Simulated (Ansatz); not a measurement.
# SiH2 (SMILES [SiH2]) at 6 levels

Aim: a comparison of 6 runs (BLYP/3-21G, PBE0/3-21G, PBE0/cc-pVDZ, UB3LYP/cc-pVDZ, CCSDT(Q)/3-21G, CCSDT(Q)/cc-pVDZ) of SiH2. 

The calculation is run with Ansatz 0.2.0.

61 further runs of the same task are left out: 61 set aside as unsound or not needed.

### 1 The system as given

SiH2 has 3 atoms, charge 0, and is taken as a singlet. SMILES: `[SiH2]`. The H2–Si1 distance was set to 3.051 Å, away from the relaxed value. At this shape a bond of the SMILES string is far longer than usual.

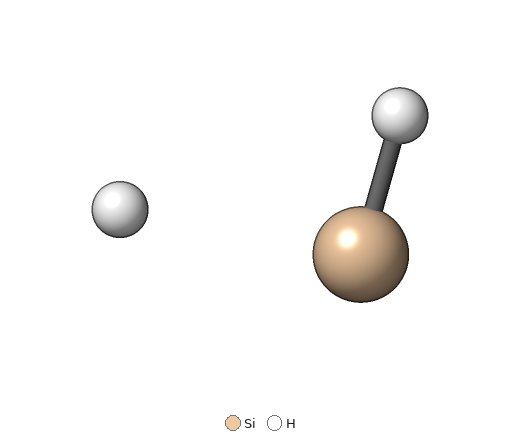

Viewed from a chosen angle; silicon light orange, hydrogen white.

### 2 A single-point energy at BLYP/3-21G (run 1)

molecule.yaml

```yaml
crystal:
  periodic: [false, false, false]
  atoms:
    - {symbol: Si, position_ang: [-1.822706, 0.358600, -0.949703]}
    - {symbol: H, position_ang: [0.840300, 0.578600, 0.522500]}
    - {symbol: H, position_ang: [-1.680606, -1.157200, -1.045003]}
basis:
  gaussian:
    orbitals: 3-21G.json
accuracy: high
hamiltonian:
  xc: {name: BLYP}
```

The basis set 3-21G is read from a file made from the Basis Set Exchange's data (not shown).

Command:

```console
$ ansatz run molecule.yaml --threads 1 --pin off --max-ram 2610MiB --events-out events.jsonl --progress --plain --runs-dir runs
```

The log of the run:

```text
Warning: RAYON_NUM_THREADS=1 ignored (pool sized by the plan → 1); use --threads N
Functional definition: BLYP
  name "BLYP"
  parameter beta = 0.0042
  parameter a = 0.04918
  parameter b = 0.132
  parameter c = 0.2533
  parameter d = 0.349
  exchange = b88_x(beta = beta)
  correlation = lyp_c(a = a, b = b, c = c, d = d)
324 factors; integrals over basis functions are off by at most 2.9e-9 eV
mean field evaluation 1: about -7860.0704 eV, gradient 1.8e1 eV
mean field evaluation 2: about -7848.7501 eV, gradient 2.7e1 eV
mean field evaluation 4: about -7861.4097 eV, gradient 1.3e1 eV
mean field evaluation 8: about -7862.6945 eV, gradient 3.6e0 eV
mean field evaluation 16: about -7862.7833 eV, gradient 3.0e-3 eV
mean field evaluation 32: about -7862.7833 eV, gradient 8.2e-9 eV
mean field -7862.78327451 eV, -288.9519557524 hartree, gradient 8.2e-9 eV, S^2 0.000000; 1 other end points of the search recorded, 0 dependent functions left out
reference -7862.78331243 eV, -288.9519571459 hartree; 8, 8 occupied and 9, 9 virtual orbitals, 324 factors
Total energy: -7862.78331243 eV, -288.9519571459 hartree
```

It took 0.67 s on 1 thread of Arm Neoverse V1, shared host.

### 3 The energy at PBE0/3-21G (run 2)

run.yaml

```yaml
basis:
  gaussian:
    orbitals: 3-21G.json
crystal:
  periodic: [false, false, false]
  atoms:
    - {symbol: Si, position_ang: [-1.822706, 0.358600, -0.949703]}
    - {symbol: H, position_ang: [0.840300, 0.578600, 0.522500]}
    - {symbol: H, position_ang: [-1.680606, -1.157200, -1.045003]}
accuracy: high
hamiltonian:
  xc: pbe0
```

The basis set 3-21G is read from a file made from the Basis Set Exchange's data (not shown).

Command:

```console
$ ansatz run run.yaml --threads 1 --pin off --max-ram 2610MiB --events-out events.jsonl --progress --plain --runs-dir runs
```

The log of the run:

```text
Warning: RAYON_NUM_THREADS=1 ignored (pool sized by the plan → 1); use --threads N
Functional definition: PBE0
  name "PBE0"
  parameter a = 0.25
  parameter kappa = 0.804
  parameter beta = 0.06672455060314922
  exchange = (1 - a)*pbe_x(kappa = kappa, mu = beta*pi^2/3) + a*exact_x
  correlation = pbe_c(beta = beta)
324 factors; integrals over basis functions are off by at most 2.9e-9 eV
mean field evaluation 1: about -7857.1907 eV, gradient 1.5e1 eV
mean field evaluation 2: about -7850.5731 eV, gradient 2.5e1 eV
mean field evaluation 4: about -7858.9731 eV, gradient 3.2e0 eV
mean field evaluation 8: about -7859.0445 eV, gradient 1.6e-1 eV
mean field evaluation 16: about -7859.0447 eV, gradient 9.8e-8 eV
mean field -7859.04474312 eV, -288.8145672578 hartree, gradient 5.9e-8 eV, S^2 0.000000; 0 other end points of the search recorded, 0 dependent functions left out
reference -7859.04474469 eV, -288.8145673157 hartree; 8, 8 occupied and 9, 9 virtual orbitals, 324 factors
Total energy: -7859.04474469 eV, -288.8145673157 hartree
```

Wall time 0.61 s (1 thread of Arm Neoverse V1, shared host).

Runs 3 to 4 aren't shown in full; the table further down has their settings and results.

### 4 A single-point energy at CCSDT(Q)/3-21G (run 5)

molecule.yaml

```yaml
crystal:
  periodic: [false, false, false]
  atoms:
    - symbol: Si
      position_ang: [-1.822706, 0.358600, -0.949703]
    - symbol: H
      position_ang: [0.840300, 0.578600, 0.522500]
    - symbol: H
      position_ang: [-1.680606, -1.157200, -1.045003]
basis:
  gaussian: {orbitals: 3-21G.json}
correlation: {method: ccsdt_q, frozen_orbitals: {H: 0, Si: 5}}
accuracy: high
scf: {omitted_lower_state_checks: [cluster_reference, increment]}
```

The basis set 3-21G is read from a file made from the Basis Set Exchange's data (not shown).

Command:

```console
$ ansatz run molecule.yaml --threads 1 --pin off --max-ram 2610MiB --events-out events.jsonl --progress --plain --runs-dir runs
```

The log of the run, shortened:

```text
Warning: RAYON_NUM_THREADS=1 ignored (pool sized by the plan → 1); use --threads N
Functional definition: HF
  name "HF"
[...]
324 factors; integrals over basis functions are off by at most 2.9e-9 eV
[...]
mean field -7846.13752844 eV, -288.3402358671 hartree, gradient 4.8e-8 eV, S^2 0.000000; 1 other end points of the search recorded, 0 dependent functions left out; unrestricted orbitals would lower it
5 core orbitals not correlated: weight in the atoms' cores, before any rotation towards them, 1.000 or more for the frozen orbitals, at most 0.000 for the correlated occupied ones
reference -7846.13752844 eV, -288.3402358671 hartree; 3, 3 occupied and 9, 9 virtual orbitals, 324 factors
second order -1.89192383 eV of doubles, -0.00000000 eV of singles
cycle   1  -2.26538665 eV  change   -6.8e-1 eV  update   1.3e-1
[...]
cycle  31  -3.35211647 eV  change   4.7e-10 eV  update  3.2e-10
perturbative correction -0.00054279 eV, -0.0000199470 hartree
WARN: these amplitudes may be one of several solutions (largest doubles amplitude 0.54, level shift 2.52 eV)
Total energy: -7849.49018770 eV, -288.4634438223 hartree
Checks for a lower state left out: cluster_reference, increment
```

Run time: 0.45 s. Hardware: 1 thread of Arm Neoverse V1, shared host.

### 5 The energy at CCSDT(Q)/cc-pVDZ (run 6)

job.yaml

```yaml
crystal:
  periodic: [false, false, false]
  atoms:
    - {symbol: Si, position_ang: [-1.822706, 0.358600, -0.949703]}
    - {symbol: H, position_ang: [0.840300, 0.578600, 0.522500]}
    - {symbol: H, position_ang: [-1.680606, -1.157200, -1.045003]}
basis:
  gaussian: {orbitals: cc-pVDZ}
total_charge: 0
correlation: {method: ccsdt_q, frozen_orbitals: {H: 0, Si: 5}}
accuracy: high
scf: {omitted_lower_state_checks: [cluster_reference, increment]}
```

Command:

```console
$ ansatz run job.yaml --threads 1 --pin off --max-ram 2610MiB --events-out events.jsonl --progress --plain --runs-dir runs
```

The log of the run, shortened:

```text
Warning: RAYON_NUM_THREADS=1 ignored (pool sized by the plan → 1); use --threads N
[... 2 set-up lines as earlier in the session ...]
[...]
525 factors; integrals over basis functions are off by at most 3.5e-9 eV
[...]
mean field -7887.82176305 eV, -289.8721032346 hartree, gradient 5.4e-8 eV, S^2 0.000000; 6 other end points of the search recorded, 0 dependent functions left out; unrestricted orbitals would lower it
5 core orbitals not correlated: weight in the atoms' cores, before any rotation towards them, 1.000 or more for the frozen orbitals, at most 0.000 for the correlated occupied ones
reference -7887.82176305 eV, -289.8721032346 hartree; 3, 3 occupied and 20, 20 virtual orbitals, 525 factors
second order -2.75996156 eV of doubles, -0.00000000 eV of singles
cycle   1  -3.32496471 eV  change   -7.4e-1 eV  update   1.4e-1
[...]
cycle  30  -4.41437616 eV  change  -1.9e-10 eV  update  2.0e-10
perturbative correction -0.00745501 eV, -0.0002739667 hartree
WARN: these amplitudes may be one of several solutions (largest doubles amplitude 0.52, level shift 1.11 eV)
Total energy: -7892.24359423 eV, -290.0346025330 hartree
Checks for a lower state left out: cluster_reference, increment
```

Wall time 1.4 s (1 thread of Arm Neoverse V1, shared host).

### 6 The series

| run | level | frozen core orbitals | energy (Eh) | wall time |
| --- | --- | --- | --- | --- |
| 1 | BLYP/3-21G | – | -288.951957 | 0.67 s |
| 2 | PBE0/3-21G | – | -288.814567 | 0.61 s |
| 3 | PBE0/cc-pVDZ | – | -290.352446 | 0.95 s |
| 4 | UB3LYP/cc-pVDZ | – | -290.521600 | 4.5 s |
| 5 | CCSDT(Q)/3-21G | 5 | -288.463444 | 0.45 s |
| 6 | CCSDT(Q)/cc-pVDZ | 5 | -290.034603 | 1.4 s |

### 7 Outcome

| quantity | value |
| --- | --- |
| run 6: total energy | -290.03460 Eh |
| run 6: correlation energy (5 core orbitals frozen) | -162.5 mEh |
| run 6: T1 diagnostic | 0.075 |

**Reading.** Totals of different functionals can't be ranked against each other. In runs 5, 6 the log says that unrestricted orbitals would lower the reference, so the values rest on an unstable closed-shell determinant (other closed-shell runs at this shape may share the fault). In runs 1, 2, 3 a closed-shell determinant meets a far-stretched bond, which it describes badly. Spin contamination of the reference: run 4 ⟨S²⟩ = 0.65. Where it is this large, the reference is a mixture of spin states, and values that rest on it are in doubt. All runs together took 8.6 s, the longest 4.5 s.
